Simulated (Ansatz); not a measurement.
# Be (P6_3/mmc, 2 atoms in the cell): phonons and vibrational spectra, part 2 of 2

Task: relax Be (P6_3/mmc, 2 atoms in the cell), then find its harmonic phonons.

Ansatz 0.2.0; DFT PBEsol, scalar-relativistic, plane waves, PAW.

So far. Step 3 (Relaxing to small forces for the phonons): The forces vanish by symmetry and the pressure is 0.006 GPa, within the tolerances set. The cell now holds 7.84 Å³/atom. Step 4 (Linear response at the zone centre): Before it was imposed, the acoustic sum rule was missed by 1.9e-4 eV/Å². Small misses are needed for a sound result but don't prove that mesh and cutoff are converged. The lowest optical mode is real, 466 cm⁻¹. The relaxed cell has a = 2.257, c = 3.553 Å (conventional setting).

## (5) Phonons on a q mesh

Stability and thermal properties need the whole zone. Linear response on a 6×6×4 q mesh gives force constants as far as a supercell of that size would.

input.yaml

```yaml
crystal:
  lattice:
    - [2.2570630982, 0.0, 0.0]
    - [-1.1285315491, 1.954673981, 0.0]
    - [0.0, 0.0, 3.5530460613]
  atoms:
    - { symbol: Be, position: [0.3333333333, 0.6666666667, 0.25] }
    - { symbol: Be, position: [0.6666666667, 0.3333333333, 0.75] }
kpoints:
  mp_grid: { grid: [24, 24, 12] }
hamiltonian:
  xc: pbesol
scf:
  occupations: { method: methfessel_paxton, width: 0.2 }
output:
  eigenvalues: true
phonons:
  method: dfpt
  qmesh: [6, 6, 4]
  temperatures: { t_max: 1000, t_step: 50 }
  qpath:
    path:
      - [[0.0, 0.0, 0.0], [0.5, 0.0, 0.0], [0.33333333, 0.33333333, 0.0], [0.0, 0.0, 0.0], [0.0, 0.0, 0.5], [0.5, 0.0, 0.5], [0.33333333, 0.33333333, 0.5], [0.0, 0.0, 0.5]]
      - [[0.5, 0.0, 0.5], [0.5, 0.0, 0.0]]
      - [[0.33333333, 0.33333333, 0.5], [0.33333333, 0.33333333, 0.0]]
    npoints: 10
```

Run with:

```
> ansatz run input.yaml --threads 4 --pin off --max-ram 7168MiB --backend cpu --events-out ev --progress --plain --runs-dir out
```

Numbers of over 12 decimals in the logs are rounded to 6 here.

The log of the run:

```text
[...]
Crystal: 2 atoms, lattice volume = 15.675 Å³
Basis set: ecut = 420 eV, 311 PW (Γ), exchange–correlation on 32×32×48 points (8 copies of the dense FFT grid, shifted against one another)
Bands: 6, of which v1, the nominal top of the filled ones, is band 2 counted from 1 (1 counted from 0)
Symmetry: 24 space group operations
k-points: 427 of 6912
[...]
SCF iter   1: F=—  HF=-180.698609 eV  |F-HF|=—  |Δ(HF+E_count)|=         —  Δρ=1.52e-3  dr2=2.74e-4  ethr=1.77e-3  ⟨swp⟩=5.3  Hψ=21515  notcnv=0
[...]
SCF iter   6: F=-180.698486 eV  HF=-180.698486 eV  |F-HF|=5.68e-14  |Δ(HF+E_count)|=  3.30e-12  S|Δr|=    0.00e0  Δρ=2.34e-8  dr2=3.33e-14  ethr=1.00e-12  ⟨swp⟩=4.0  Hψ=6453  notcnv=0
SCF 1 converged in 6 iterations: F = -180.698486 eV  dr2 = 3.33e-14
[...]
NSCF: frozen V_eff on 427 k-points
[...]
DFPT response loops at q = (0, 0, 0) (fractional): preconditioner auto → Kerker (q_TF=auto, 2.173 Å⁻¹) (partly filled bands, converged f_vac=0.000); β = 1.00, the filter's whole step (`scf.mixing.beta` (0.50) is not read by the response loops under this deck's `scf.mixing.preconditioner`; to damp them name `kerker` or `kerker_dos`, under which they read `scf.mixing.beta`, and type it under 1.00, their step now; both keys bind the ground state too); Broyden in place of MSR1
[...]
SCF converged after 6 iterations
[...]
Free energy (F): -180.698486 eV
[...]
Internal energy: -180.698000 eV  (E = F + TS)
E sigma→0 (E₀):  -180.698364 eV
Entropy (-TS):   -0.000486 eV (-0.243 meV/atom)
Fermi energy:    8.150340 eV
[...]
--- Band table (eV; the first three rows and the last of 427) ---
[...]
--- Phonons (Γ-DFPT): 2 representative perturbations + reference (Σ response iterations 6) ---
  ASR residual: 1.875e-4 → 0.000e0 eV/Å²; symmetrization residual: 2.184e-14 eV/Å²
  ASR residual per site (eV/Å²): 1.87e-4 1.87e-4
  Γ frequencies (cm⁻¹): 0.00 0.00 0.00 465.88 465.88 701.76
--- Phonons (arbitrary-q DFPT): 21 irreducible q on the 6×6×4 mesh ---
  q = [0.0000, 0.0000, 0.0000] (star 1, of the zone-centre solve; hermiticity 2.70e-15, symmetrization 1.47e-15): -0.00 0.00 0.00 465.88 465.88 701.76
  q = [0.0000, 0.0000, 0.2500] (star 2, 2 solved perturbations in 2616 linear systems a pass and spin channel, the states on 1884 of 6912 k-point pairs; hermiticity 4.46e-11, symmetrization 1.08e-11): 206.25 206.25 290.20 446.98 446.98 644.57
[...]
q = [0.0000, 0.1667, 0.0000] (star 6, 3 solved perturbations on 2100 of 6912 k-point pairs; hermiticity 1.11e-8, symmetrization 1.24e-15): 220.48 226.97 317.23 494.13 511.35 684.93
[...]
sum rule: each row above includes the acoustic sum rule's correction from the zone centre's row sums; it moved no ω² by more than (2.38 cm⁻¹)²
  mesh force constants: q→R imaginary residual 3.96e-19; ASR residual 1.875e-4 → 0.000e0 eV/Å²; symmetrization residual 8.882e-15 eV/Å²
  interpolated dispersion: 93 rows × 6 modes
  density of states and harmonic sums: on the 36×36×20 q-mesh, interpolated from the force constants of a 6×6×4 supercell (no non-analytic term)
  largest difference from the sums on the solved wave vectors: F 3.86e-3 eV, S 5.64e-6 and C_V 1.79e-6 eV/K
  zero-point energy: 0.189004 eV/cell   skipped modes (ω ≤ 0): 3   left out of the sums: 1.93e-5 of the cell's modes: C_V's classical limit lies that fraction below 3 k_B per atom; for a crystal, a wire or a layer, F and S can be off by more, and a phonons.interpolated_qmesh denser along its periods is the remedy for the sampling
```

Elapsed: 3.1 min, on 4 threads of Arm Neoverse V1, shared host; peak memory 1.8 GiB.

Numbers from this step:

```yaml
sum_rule_residual_before_enforcement: 1.87e-4 eV/Å²
lowest_frequency_on_the_path: 0 cm⁻¹
highest_frequency_on_the_path_or_at_a_solved_wavevector: 701.8 cm⁻¹
mean_frequency: 508.2 cm⁻¹
debye_temperature_second_moment: 967 K
logarithmic_mean_frequency: 493 cm⁻¹
lowest_mode_on_the_q_mesh_acoustic_modes_at_gamma_apart: 206.2 cm⁻¹
zero_point_energy_per_atom: 94.5 meV
heat_capacity_at_300_k: 15.54 J/(mol atoms K)
vibrational_entropy_at_300_k: 8.989 J/(mol atoms K)
```

Frequencies (cm⁻¹) solved at each irreducible wavevector; negative means imaginary. Frequencies by wavevector, by row:

| q in reciprocal lattice units | star | mode 1 | mode 2 | mode 3 | mode 4 | mode 5 | mode 6 |
| --- | --- | --- | --- | --- | --- | --- | --- |
| 0 0 0 | 1 | 0 | 0 | 0 | 465.9 | 465.9 | 701.8 |
| 0 0 0.25 | 2 | 206.2 | 206.2 | 290.2 | 447 | 447 | 644.6 |
| 0 0 -0.5 | 1 | 362 | 362 | 362 | 362 | 507.4 | 507.4 |
| 0 0.1667 0 | 6 | 220.5 | 227 | 317.2 | 494.1 | 511.4 | 684.9 |
| 0 0.1667 0.25 | 12 | 270 | 286.7 | 419.9 | 465.4 | 469.4 | 667.2 |
| 0 0.1667 -0.5 | 6 | 364.2 | 364.2 | 377.9 | 377.9 | 589.1 | 589.1 |
| 0 0.3333 0 | 6 | 353.3 | 366.7 | 535.5 | 549.9 | 567.6 | 629.3 |
| 0 0.3333 0.25 | 12 | 380.9 | 434.1 | 518.5 | 530 | 556.8 | 665.5 |
| 0 0.3333 -0.5 | 6 | 447.4 | 447.4 | 476.7 | 476.7 | 641.3 | 641.3 |
| 0 -0.5 0 | 3 | 406.9 | 433.1 | 582.9 | 589.1 | 605.5 | 614.4 |
| 0 -0.5 0.25 | 6 | 434.9 | 486.5 | 556.7 | 568.6 | 619.5 | 644.1 |
| 0 -0.5 -0.5 | 3 | 497.4 | 497.4 | 521.2 | 521.2 | 661.1 | 661.1 |
| 0.1667 0.1667 0 | 6 | 312.2 | 331.3 | 464 | 554.4 | 575.9 | 647.8 |
| 0.1667 0.1667 0.25 | 12 | 358.3 | 392.3 | 497.9 | 509.4 | 549.1 | 678.1 |
| 0.1667 0.1667 -0.5 | 6 | 409.9 | 409.9 | 480.7 | 480.7 | 630.4 | 630.4 |
| 0.1667 0.3333 0 | 12 | 422.6 | 430.8 | 521.1 | 587.3 | 599.8 | 634 |
| 0.1667 0.3333 0.25 | 24 | 430.5 | 467.7 | 534.2 | 579.7 | 620.7 | 655.7 |
| 0.1667 0.3333 -0.5 | 12 | 443.2 | 443.2 | 563.6 | 563.6 | 661 | 661 |
| 0.3333 0.3333 0 | 2 | 507.2 | 507.2 | 512.5 | 512.5 | 550.1 | 655.8 |
| 0.3333 0.3333 0.25 | 4 | 454.2 | 454.2 | 559.2 | 605.2 | 605.2 | 631.9 |
| 0.3333 0.3333 -0.5 | 2 | 428.4 | 428.4 | 597.5 | 597.5 | 656.2 | 656.2 |

Interpolated from a 6×6×4 q mesh. The phonon branches at the labelled points (cm⁻¹):

| point | branch 1 | branch 2 | branch 3 | branch 4 | branch 5 | branch 6 |
| --- | --- | --- | --- | --- | --- | --- |
| Γ | 0 | 0 | 0 | 466 | 466 | 702 |
| M | 407 | 433 | 583 | 589 | 606 | 614 |
| K | 507 | 507 | 512 | 512 | 550 | 656 |
| Γ | 0 | 0 | 0 | 466 | 466 | 702 |
| A | 362 | 362 | 362 | 362 | 507 | 507 |
| L | 497 | 497 | 521 | 521 | 661 | 661 |
| H | 428 | 428 | 598 | 598 | 656 | 656 |
| A | 362 | 362 | 362 | 362 | 507 | 507 |
| jump to L | 497 | 497 | 521 | 521 | 661 | 661 |
| M | 407 | 433 | 583 | 589 | 606 | 614 |
| jump to H | 428 | 428 | 598 | 598 | 656 | 656 |
| K | 507 | 507 | 512 | 512 | 550 | 656 |

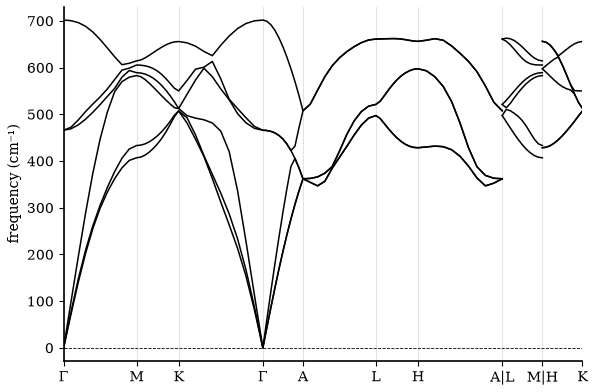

Phonon branches along the path.

The phonon density of states has structure finer than the step of the table below, so its rows give means over 50 cm⁻¹, whole bins alone (the curve runs from 5 to 705 cm⁻¹). Peaks (cm⁻¹: height): 435.0: 0.0305, 525.0: 0.0204, 665.0: 0.0260.

Tetrahedra on a 36×36×20 mesh, mean over bins of 10 cm-1. Interpolated from a 6×6×4 q mesh. Table of phonon density of states by wavenumber; means over each step:

| wavenumber (cm⁻¹) | phonon density of states (1/cm⁻¹/cell) |
| --- | --- |
| 50 | 4.6e-5 |
| 100 | 2.1e-4 |
| 150 | 5.2e-4 |
| 200 | 0.00109 |
| 250 | 0.00208 |
| 300 | 0.00364 |
| 350 | 0.00617 |
| 400 | 0.0123 |
| 450 | 0.0207 |
| 500 | 0.0163 |
| 550 | 0.0180 |
| 600 | 0.0164 |
| 650 | 0.0202 |

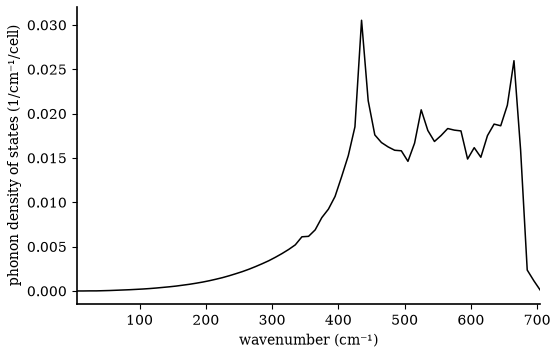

Phonon density of states against wavenumber.

Second derivatives of the energy by pair, one row for each kind of neighbour of each atom listed. Each entry sums the pair over the periodic images of the supercell that the q mesh stands for, and in a polar crystal it holds the long-range dipole part too. Force constants by pair, by row:

| atom | neighbour | distance (Å) | third of the trace (eV/Å²) | along the pair's line (eV/Å²) |
| --- | --- | --- | --- | --- |
| Be1 | itself | 0 | 8.982 | – |
| Be1 | Be | 2.203 | -0.7526 | -1.958 |
| Be1 | Be | 2.257 | -0.5616 | -1.346 |
| Be1 | Be | 3.154 | 0.0206 | -0.0048 |
| Be1 | Be | 3.553 | -0.1728 | -0.5747 |
| Be1 | Be | 3.879 | -0.0521 | -0.2012 |
| Be1 | Be | 3.909 | -0.0392 | -0.1506 |
| Be1 | Be | 4.209 | 0.0166 | 0.1032 |
| Be1 | Be | 4.514 | 0.0082 | 0.1198 |
| Be2 | itself | 0 | 8.982 | – |
| Be2 | Be | 2.203 | -0.7526 | -1.958 |
| Be2 | Be | 2.257 | -0.5616 | -1.346 |
| Be2 | Be | 3.154 | 0.0206 | -0.0048 |
| Be2 | Be | 3.553 | -0.1728 | -0.5747 |
| Be2 | Be | 3.879 | -0.0521 | -0.2012 |
| Be2 | Be | 3.909 | -0.0392 | -0.1506 |
| Be2 | Be | 4.209 | 0.0166 | 0.1032 |
| Be2 | Be | 4.514 | 0.0082 | 0.1198 |

Harmonic thermodynamic functions per atom, from the density of states. Interpolated from a 6×6×4 q mesh. Thermodynamic functions, by row:

| T (K) | F_vib (meV/atom) | S (J/mol-atom/K) | C_V (J/mol-atom/K) |
| --- | --- | --- | --- |
| 0 | 94.5 | 0 | 0 |
| 50 | 94.5 | 0.034 | 0.119 |
| 100 | 94.41 | 0.445 | 1.651 |
| 200 | 92.43 | 3.888 | 9.486 |
| 300 | 85.79 | 8.989 | 15.54 |
| 400 | 73.86 | 13.97 | 18.91 |
| 500 | 57.03 | 18.41 | 20.82 |
| 600 | 35.88 | 22.32 | 21.98 |
| 700 | 10.92 | 25.77 | 22.71 |
| 800 | -17.4 | 28.83 | 23.21 |
| 900 | -48.74 | 31.59 | 23.56 |
| 1000 | -82.8 | 34.09 | 23.81 |

Harmonic mean-square displacement, third of the trace. Interpolated from a 6×6×4 q mesh. Mean square displacements, by row:

| T (K) | Be1 U_eq (Å²) | Be2 U_eq (Å²) |
| --- | --- | --- |
| 0 | 0.00395 | 0.00395 |
| 100 | 0.00403 | 0.00403 |
| 300 | 0.00531 | 0.00531 |
| 600 | 0.00862 | 0.00862 |

Symmetry leaves 21 wavevectors to solve. The lowest mode among them, the acoustic zeros apart, lies at q = (0, 0, 0.25) and is real, 206 cm⁻¹.

## (6) The same by displaced supercells

Finite displacements in a 2×2×2 supercell give force constants from forces alone. They are exact at the wavevectors that the supercell holds, where they check the linear-response result.

input.yaml, as its differences from that of step 5:

```diff
@@ -17,4 +17,4 @@
 phonons:
-  method: dfpt
-  qmesh: [6, 6, 4]
+  method: fd
+  supercell: [2, 2, 2]
   temperatures: { t_max: 1000, t_step: 50 }
```

The log of the run:

```text
[...]
Crystal: 16 atoms, lattice volume = 125.403 Å³
Basis set: ecut = 420 eV, 2429 PW (Γ), exchange–correlation on 64×64×96 points (8 copies of the dense FFT grid, shifted against one another)
Bands: 24, of which v1, the nominal top of the filled ones, is band 16 counted from 1 (15 counted from 0)
Symmetry: 192 space group operations
k-points: 76 of 864
[...]
SCF iter   1: F=—  HF=-1445.587887 eV  |F-HF|=—  |Δ(HF+E_count)|=         —  Δρ=2.84e-8  dr2=6.27e-13  ethr=1.95e-12  ⟨swp⟩=3.6  Hψ=6180  notcnv=0
[...]
SCF iter   2: F=-1445.587887 eV  HF=-1445.587887 eV  |F-HF|=4.55e-13  |Δ(HF+E_count)|=  2.27e-13  S|Δr|=    0.00e0  Δρ=1.71e-8  dr2=2.37e-13  ethr=1.00e-12  ⟨swp⟩=2.0  Hψ=3346  notcnv=0
SCF 1 converged in 2 iterations: F = -1445.587887 eV  dr2 = 2.37e-13
[...]
Symmetry: 2 space group operations
k-points: 296 of 864 (time reversal used)
[...]
SCF iter   5: F=-1445.587859 eV  HF=-1445.587859 eV  |F-HF|=2.73e-12  |Δ(HF+E_count)|=  1.65e-10  S|Δr|=    0.00e0  Δρ=7.07e-8  dr2=5.94e-12  ethr=1.00e-12  ⟨swp⟩=3.9  Hψ=30600  notcnv=0
SCF 2 converged in 5 iterations: F = -1445.587859 eV  dr2 = 5.94e-12
[...]
Symmetry: 6 space group operations
k-points: 100 of 864 (time reversal used)
[...]
SCF iter   6: F=-1445.587857 eV  HF=-1445.587857 eV  |F-HF|=0.00e0  |Δ(HF+E_count)|=  7.28e-12  S|Δr|=    0.00e0  Δρ=1.10e-8  dr2=1.88e-13  ethr=1.00e-12  ⟨swp⟩=4.9  Hψ=8115  notcnv=0
SCF 3 converged in 6 iterations: F = -1445.587857 eV  dr2 = 1.88e-13
[...]
SCF converged after 2 iterations
[...]
Free energy (F): -1445.587887 eV
[...]
Internal energy: -1445.583999 eV  (E = F + TS)
E sigma→0 (E₀):  -1445.586915 eV
Entropy (-TS):   -0.003888 eV (-0.243 meV/atom)
Fermi energy:    8.150340 eV
[...]
--- Band table (eV; the first three rows and the last of 76) ---
  k-point 0: bands = [... 12 lower, 4.5238, 5.0487, 5.0487, 5.0487, 9.3441, 9.7914, 9.7914, 9.7914, ... 4 higher]
  k-point 1: bands = [... 12 lower, 4.7807, 5.0498, 5.0498, 5.0498, 9.8437, 9.8954, 9.8954, 9.8954, ... 4 higher]
  k-point 2: bands = [... 12 lower, 4.9437, 5.0471, 5.0471, 5.0471, 10.2175, 10.2175, 10.2175, 10.4447, ... 4 higher]
  k-point 75: bands = [... 12 lower, 6.3898, 6.3898, 7.1087, 7.1087, 7.1087, 7.1087, 11.9391, 11.9391, ... 4 higher]
--- Phonons: 2 displaced members + reference (amplitude 0.0025 Å, Σ member SCF iterations 11) ---
  symmetry images taken by strict's conditions (phonons.symmetry_images: auto; settled by no image being taken that strict refuses)
  ASR residual: 1.846e-4 → 0.000e0 eV/Å²; symmetrization residual: 2.851e-5 eV/Å²
  largest component of a force at the reference: 8.7e-17 eV/Å
  ASR residual per site (eV/Å²): 1.85e-4 1.85e-4
  Γ frequencies (cm⁻¹): 0.00 0.00 0.00 465.88 465.88 701.78
[...]
```

Elapsed: 23 s, on 4 threads; peak memory 1 GiB; 90 s of CPU time.

Numbers from this step:

```
atoms in the supercell               : 16
sum-rule residual before enforcement : 1.85e-4 eV/Å²
```

At Γ the two methods differ by at most 0.0 cm⁻¹.

## (7) Results

| Property | Result |
| --- | --- |
| space group after relaxation (within 0.01 Å) | P6_3/mmc |
| volume per atom | 7.84 Å³ |
| electronic character | no gap on this mesh |
| highest optical mode at the zone centre (no LO-TO term) | 702 cm⁻¹ |
| lowest optical zone-centre mode | 466 cm⁻¹ |
| lowest mode on the q mesh (acoustic modes at Γ apart) | 206 cm⁻¹ |
| highest frequency on the path or at a solved wavevector | 702 cm⁻¹ |
| zero-point energy per atom | 94.5 meV |
| heat capacity at 300 K | 15.5 J/(mol atoms K) |
| vibrational entropy at 300 K | 8.99 J/(mol atoms K) |
| Debye temperature (second moment) | 967 K |
| imaginary modes on the 6×6×4 q mesh | none |

The structure is a minimum as far as tested: no mode is imaginary at the 21 irreducible wavevectors of the 6×6×4 mesh, and the softest away from the acoustic zeros lies at 206 cm⁻¹. The optical modes at Γ span 466 to 702 cm⁻¹. Finite displacements and linear response differ by 0.0 cm⁻¹ in the highest zone-centre mode. With no gap, or one that is small against the smearing, the frequencies hang on the k mesh and the smearing, most of all near Kohn anomalies. These are harmonic frequencies at zero temperature: anharmonic shifts, linewidths and thermal expansion are left out.

Computed beside measured:

| quantity | measured | PBEsol, PAW |
| --- | --- | --- |
| Raman mode, E2g (cm⁻¹) | 455 | 466 (+2.4 %) |

Measured values from arxiv:2109.15077 (2021).

Verdict: The Raman mode is off by +2.4 %: good agreement. The grades are ours: good and fair within 3 and 7 % for the Raman mode. For Raman mode the calculation has a static lattice, without zero-point motion or thermal expansion.

[Logs are printed without paths, hosts, clocks, repeated set-up lines and the standing remarks that a program may print on its own settings, such as how far it seeks lower states.]

[Hosts, paths, dates, database ids (printed as entryN), source tags and the programs' standing remarks are cut or masked in the printed files.]
